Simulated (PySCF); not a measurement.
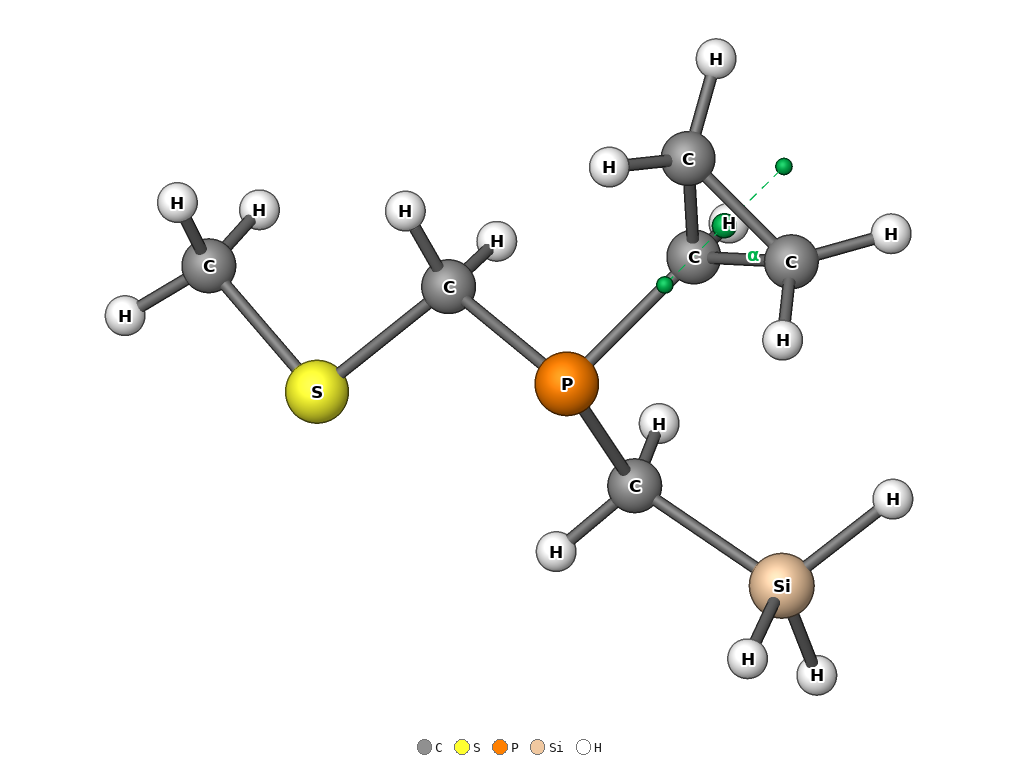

The small points mark where nucleus-independent chemical shifts (NICS) were computed: at the centre of each lettered ring and 1 Å above and below it. The computed structure is the end point of a GFN2-xTB optimisation. No frequency run is at hand to confirm it as a minimum. Properties computed with GIAO PBE0/pcSseg-1 NMR shielding, non-relativistic, gas phase (PySCF 2.14.0).

Give NICS(0), NICS(1) and the out-of-plane component NICS(1)zz for each ring (means of the two sides).

| ring | members | NICS(0) | NICS(1) | NICS(1)zz |
| --- | --- | --- | --- | --- |
| α | C3 | −44.2 | −8.7 | −22.6 |

Values in ppm.

The geometry is semi-empirical. Around P, Si such bond lengths and angles can be off by a tenth of an ångström or more and by several degrees, and values that hang on the shape move with them.
